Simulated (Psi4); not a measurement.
# A workflow on SiNH5 (Si(NH2)H3)

Aim: a geometry optimisation (HF/6-31+G*), then the harmonic vibrations of SiNH5 (Si(NH2)H3). 

Program for the calculation: Psi4 1.11.

## (1) The structure to begin with

SiNH5: 7 atoms, total charge 0, spin state singlet. As SMILES, `[H][Si]([H])([H])N`. The coordinates come from a GFN2-xTB relaxation. The run starts from this shape.

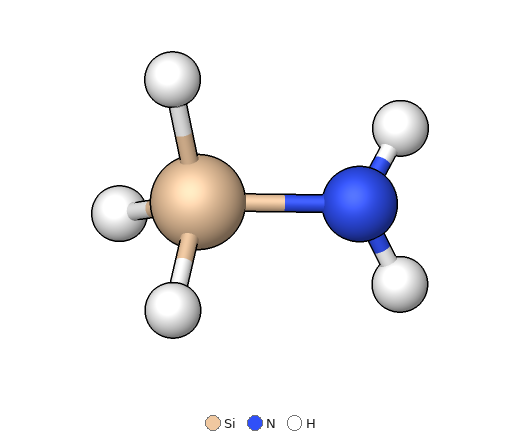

Viewed from a chosen angle; silicon light orange, nitrogen blue, hydrogen white.

## (2) A structure relaxation at HF/6-31+G(d) (density fitting, Cartesian functions) (run 1)

The input, h5nsi.xyz:

```xyz
7
H5NSi
Si    -0.000690     0.002380    -0.682990
N      0.090660     0.178690     1.028560
H      0.707680    -0.428190     1.543790
H     -0.763660     0.307400     1.545850
H      1.387750    -0.009920    -1.135540
H     -0.747920     1.169350    -1.146100
H     -0.673820    -1.219710    -1.153570
```

The input, job.py:

```python
import psi4

psi4.set_memory(1600000000)
psi4.set_num_threads(1)
psi4.core.set_output_file('h5nsi.out', False)

with open('h5nsi.xyz') as f:
    atoms = ''.join(f.readlines()[2:])
geom = psi4.geometry('0 1\n' + atoms + '')

psi4.set_options({
    'basis': '6-31+G*',
    'geom_maxiter': 60,
})

e = psi4.optimize("hf", molecule=geom)
print(f'hf energy: {e:.10f} Eh')
print(geom.to_string(dtype='xyz', units='Angstrom'))
for k, v in sorted(psi4.core.scalar_variables().items()):
    print(f'{k:45s} {v:18.10f}')
```

The run is started by

```console
$ python job.py
```

h5nsi.out:

```text
[...]
  Running in c1 symmetry.
[...]
  Nuclear repulsion =   65.167404687729132
[...]
  Multiplicity = 1
[...]
  Nalpha       = 13
  Nbeta        = 13
[...]
    Number of basis functions: 52
[...]
   @DF-RHF iter   1:  -346.18814555800134   -5.50095e-01   8.46012e-03 ADIIS/DIIS
[...]
   @DF-RHF iter   7:  -346.28880291262840   -4.83169e-12   4.35970e-09 DIIS
[...]
    Orbital Energies [Eh]
    ---------------------
    Doubly Occupied:
       1A    -68.773223     2A    -15.545331     3A     -6.128683
       4A     -4.235307     5A     -4.235235     6A     -4.234654
       7A     -1.139595     8A     -0.726447     9A     -0.665799
      10A     -0.557635    11A     -0.494141    12A     -0.477851
      13A     -0.395741
[...]
  @DF-RHF Final Energy:  -346.28880291262840
   => Energetics <=
    Nuclear Repulsion Energy =             64.8784124831575042
    One-Electron Energy =                -607.1151491984489894
    Two-Electron Energy =                 195.9479338026631012
    Total Energy =                       -346.2888029126283982
[...]
 Multipole Moments:
 ------------------------------------------------------------------------------------
     Multipole            Electronic (a.u.)      Nuclear  (a.u.)        Total (a.u.)
 ------------------------------------------------------------------------------------
 L = 1.  Multiply by 2.5417464519 to convert [e a0] to [Debye]
 Dipole X            :          0.0226286           -0.1347660           -0.1121374
 Dipole Y            :          0.0519076           -0.2693164           -0.2174088
 Dipole Z            :          0.3224595            0.0710097            0.3934692
 Magnitude           :                                                    0.4633135
[...]
  -Total Gradient:
     Atom            X                  Y                   Z
    ------   -----------------  -----------------  -----------------
       1       -0.000006588375    -0.000028835562     0.000004917178
       2       -0.000001458132     0.000054699132    -0.000006323666
       3       -0.000005759284     0.000008003863    -0.000006293450
       4        0.000008985072    -0.000049023221     0.000010446293
       5        0.000005542565    -0.000000363226     0.000006120147
       6        0.000011779901     0.000008631228    -0.000009541607
       7       -0.000012501746     0.000006887785     0.000000675106
[...]
    Final optimized geometry and variables:
    Molecular point group: c1
    Full point group: C1
    Geometry (in Angstrom), charge = 0, multiplicity = 1:
    SI          -0.017130908353    -0.031681390501    -0.576500166014
    N            0.044533762369     0.083900974970     1.145125460732
    H            0.697286323794    -0.448368204932     1.680644987239
    H           -0.764289021726     0.309877706456     1.684517847927
    H            1.367079199624    -0.031911724640    -1.083494103465
    H           -0.760793093289     1.132146709950    -1.092015495450
    H           -0.682502123025    -1.248027936602    -1.096952402460
[...]
```

On the terminal:

```text
Some dependencies such as QCElemental have not yet finished migration to pydantic v2. If issues are encountered please downgrade pydantic or upgrade QCElemental as appropriate
	Previous geometry is closer to target in internal coordinates, so using that one.

	Best geometry has RMS(Delta(q)) = 3.85e-04

Optimizer: Optimization complete!
hf energy: -346.2888029126 Eh
7
0 1 H5NSi
Si                   -0.017130908353    -0.031681390501    -0.576500166014
N                     0.044533762369     0.083900974970     1.145125460732
H                     0.697286323794    -0.448368204932     1.680644987239
H                    -0.764289021726     0.309877706456     1.684517847927
H                     1.367079199624    -0.031911724640    -1.083494103465
H                    -0.760793093289     1.132146709950    -1.092015495450
H                    -0.682502123025    -1.248027936602    -1.096952402460

CURRENT ENERGY                                   -346.2888029126
CURRENT REFERENCE ENERGY                         -346.2888029126
DD SOLVATION ENERGY                                 0.0000000000
HF KINETIC ENERGY                                 346.0422751654
HF POTENTIAL ENERGY                              -692.3310780780
HF TOTAL ENERGY                                  -346.2888029126
HF VIRIAL RATIO                                     2.0007124209
NUCLEAR REPULSION ENERGY                           64.8784124832
ONE-ELECTRON ENERGY                              -607.1151491984
OPTIMIZATION ITERATIONS                             7.0000000000
PCM POLARIZATION ENERGY                             0.0000000000
PE ENERGY                                           0.0000000000
SCF ITERATION ENERGY                             -346.2888029126
SCF ITERATIONS                                      7.0000000000
SCF TOTAL ENERGY                                 -346.2888029126
TWO-ELECTRON ENERGY                               195.9479338027
```

Run time: 10 s. Hardware: 1 thread of Intel Xeon Platinum 8259CL at 2.50GHz (Skylake/Cascade Lake), shared host; peak memory 0.23 GiB.

Steps, from the record of the run:

```csv
step,energy from the first frame kept (eV),largest force (eV/Å)
0,0.0000,0.8599
1,-0.0314,0.2052
2,-0.0339,0.1257
3,-0.0359,0.0324
4,-0.0364,0.0223
5,-0.0366,0.0096
6,-0.0366,0.0028
```

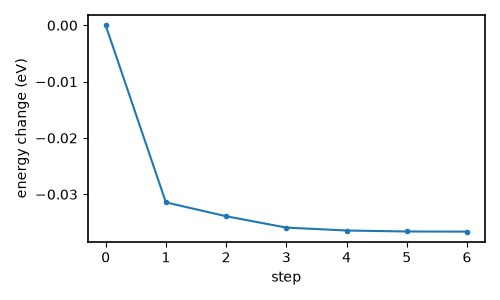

Energy along the run.

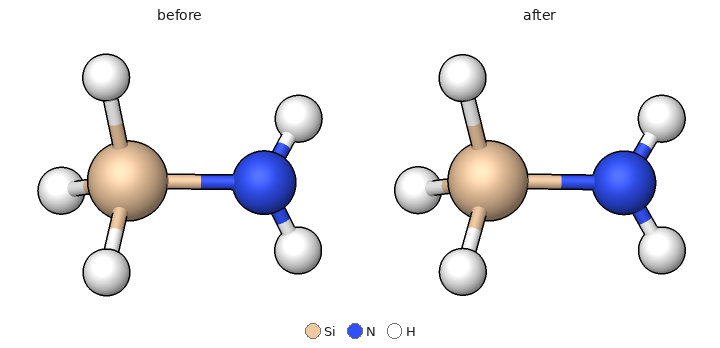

Before and after, at one scale.

After the run. Bond lengths: Si1–N2 1.727 Å, N2–H3 0.998 Å, N2–H4 0.998 Å, Si1–H5 1.474 Å, Si1–H6 1.474 Å, Si1–H7 1.481 Å. Angles: Si1–N2–H3 121.5°, Si1–N2–H4 121.7°, N2–Si1–H5 108.0°, N2–Si1–H6 108.3°, N2–Si1–H7 114.9°, H3–N2–H4 111.1°, H5–Si1–H6 110.7°, H5–Si1–H7 107.5°, H6–Si1–H7 107.4°.

## (3) The harmonic vibrations at HF/6-31+G(d) (density fitting, Cartesian functions) (run 2)

The input, h5nsi.dat:

```
memory 1.6 GB

molecule molecule1 {
  0 1
  Si
  N 1 1.726603
  H 2 0.998086 1 121.51065
  H 2 0.9981 3 111.14695 1 153.83128
  H 1 1.474137 2 108.02362 3 -43.15945
  H 1 1.474207 5 110.70348 2 118.41156
  H 1 1.480907 5 107.51124 6 117.01901
}

set globals {
  t 298.15
  rotational_symmetry_number 1
}

freq("hf/6-31+G*")
```

The run is started by

```console
$ psi4 h5nsi.dat h5nsi.out -n 1
```

h5nsi.out:

```text
[...]
  Running in c1 symmetry.
[...]
  Nuclear repulsion =   64.878414085787270
[...]
  Multiplicity = 1
[...]
  Nalpha       = 13
  Nbeta        = 13
[...]
    Number of basis functions: 52
[...]
   @DF-RHF iter   1:  -346.19212949431596   -5.71635e-01   8.36918e-03 DIIS/ADIIS
[...]
  -Total Gradient:
     Atom            X                  Y                   Z
    ------   -----------------  -----------------  -----------------
       1       -0.000026536439    -0.000014659727     0.000002320936
       2        0.000040091946     0.000037001083    -0.000001841779
       3        0.000002573284     0.000010505182    -0.000006466587
       4       -0.000031131442    -0.000039645399     0.000007345780
       5        0.000002921570    -0.000004399584     0.000006322640
       6        0.000015022437    -0.000002754300    -0.000008509669
       7       -0.000002941356     0.000013952744     0.000000828680
[...]
   @DF-RHF iter  10:  -346.28880291226102   -1.26192e-11   9.70876e-09 DIIS
[...]
    Orbital Energies [Eh]
    ---------------------
    Doubly Occupied:
       1A    -68.773223     2A    -15.545331     3A     -6.128683
       4A     -4.235307     5A     -4.235235     6A     -4.234654
       7A     -1.139595     8A     -0.726447     9A     -0.665799
      10A     -0.557635    11A     -0.494141    12A     -0.477851
      13A     -0.395741
[...]
  @DF-RHF Final Energy:  -346.28880291226102
   => Energetics <=
    Nuclear Repulsion Energy =             64.8784140857872700
    One-Electron Energy =                -607.1151513090441085
    Two-Electron Energy =                 195.9479343109957767
    Total Energy =                       -346.2888029122610192
[...]
 Multipole Moments:
 ------------------------------------------------------------------------------------
     Multipole            Electronic (a.u.)      Nuclear  (a.u.)        Total (a.u.)
 ------------------------------------------------------------------------------------
 L = 1.  Multiply by 2.5417464519 to convert [e a0] to [Debye]
 Dipole X            :          0.0298391           -0.2949154           -0.2650763
 Dipole Y            :          0.0119115           -0.0803672           -0.0684558
 Dipole Z            :          0.3258112            0.0479633            0.3737745
 Magnitude           :                                                    0.4633131
[...]
  ==> Harmonic Vibrational Analysis <==
[...]
  Freq [cm^-1]                 149.4972            358.7996            669.0651
[...]
  IR activ [km/mol]            10.8686             279.1894            27.9265
[...]
  Freq [cm^-1]                 765.3891            874.2540            993.4874
[...]
  IR activ [km/mol]            81.1294             69.6337             91.5652
[...]
  Freq [cm^-1]                1020.4895           1078.3477           1082.6627
[...]
  IR activ [km/mol]            157.9087            140.2907            318.1205
[...]
  Freq [cm^-1]                1759.8089           2337.8283           2383.9976
[...]
  IR activ [km/mol]            65.0805             290.3891            253.7628
[...]
  Freq [cm^-1]                2390.4520           3799.9345           3894.8408
[...]
  IR activ [km/mol]            107.8905            26.7626             39.0313
[...]
  Total E_0, Enthalpy at 0 [K]                                                         -346.23513189 [Eh]
[...]
  Total H, Enthalpy at  298.15 [K]                                                     -346.22995742 [Eh]
[...]
  Total G, Gibbs energy at  298.15 [K]                                                 -346.26001372 [Eh]
[...]
```

Standard output:

```text
Warning: used thermodynamics relations inappropriate for low-frequency modes: ['149.4972' '358.7996']
```

It took 14 s on 1 thread of Intel Xeon Platinum 8259CL at 2.50GHz (Skylake/Cascade Lake), shared host; peak memory 0.25 GiB.

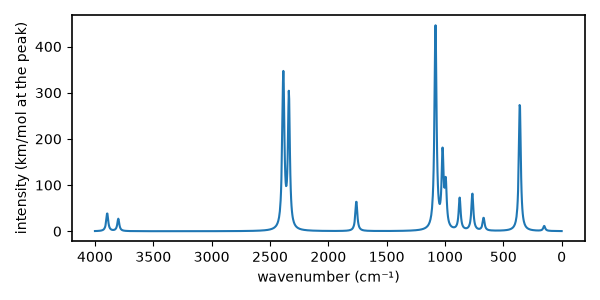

Harmonic infrared spectrum, unscaled, lines broadened by 10 cm⁻¹.

## (4) Summary of results

| quantity | value |
| --- | --- |
| run 1, HF/6-31+G*: total energy at the end | -346.28880 Eh |
| run 1, HF/6-31+G*: dipole moment | 1.18 D |
| run 1, HF/6-31+G*: HOMO energy | -10.77 eV |
| run 1, HF/6-31+G*: LUMO energy | 1.66 eV |
| run 1, HF/6-31+G*: HOMO–LUMO gap | 12.43 eV |
| run 2, HF/6-31+G*: lowest harmonic wavenumber | 150 cm⁻¹ |
| run 2, HF/6-31+G*: highest harmonic wavenumber | 3895 cm⁻¹ |
| run 2, HF/6-31+G*: zero-point energy | 140.9 kJ/mol |
| run 2, HF/6-31+G*: ideal-gas entropy at 298.15 K (symmetry number 1 as used) | 63.3 cal/(mol K) |

What this shows: The optimisation (run 1, HF/6-31+G*) took 7 steps and changed the energy by -0.037 eV. All 15 modes (run 2, HF/6-31+G*) are real, so the shape is a minimum at this level.
